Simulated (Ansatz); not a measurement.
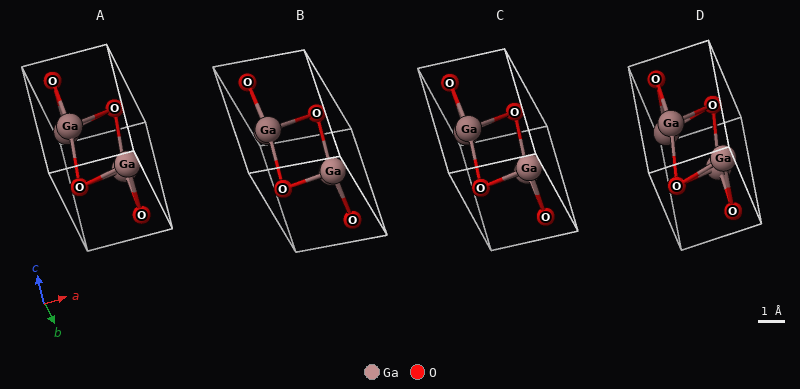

4 geometries from one relaxation of crystalline Ga₂O (a generated structure, set up in I4/mcm) (coarse preliminary run), in shuffled order. Style: ball-and-stick. Shown: the cell of the calculation, from a free direction.

These are results of Ansatz, DFT PBE, scalar-relativistic, plane waves, PAW, not measurements. Set-up: plane-wave cutoff 420 eV; k-point mesh 4 × 4 × 4; occupations gaussian; smearing width 0.1 eV; collinear spin; cell and atoms relaxed; force threshold 0.04 eV/Å; at most 70 steps.

> Order the frames from highest to lowest energy.

D, A, C, B. They are steps 0, 2, 3, 9, at +225 meV per atom, +68.0 meV per atom, +30.2 meV per atom relative to the last. The largest moves relative to the cell, 0.21 Å, are those of Ga atoms. O stays in place. Cell: a = b = c 4.828 → 4.889 Å (+1.2 %), α 104.8° → 112.0°, β 104.8° → 112.0°, γ 119.3° → 104.5°. Volume +5.6 %. Near-neighbour distances that change, for instance: Ga–O 2.526 → 2.492 Å. The space group stays I4/mcm (No. 140). Over 7 accepted moves (9 points after the start) the energy falls by 225 meV per atom. The largest force component goes from 0.46 to 0.0016 eV/Å. Pressure: 3.01 GPa at the start and −0.02 GPa at the end. At 2 points the geometry stayed and the basis and grid were re-selected for the new cell (energy shift of 18.4 meV per atom at most each time). The program noted that the starting moments weren't kept. The run took 20 s on 1 thread of AMD EPYC 9R45 96-Core Processor (Zen 5) (shared host), peak memory 0.48 GiB.
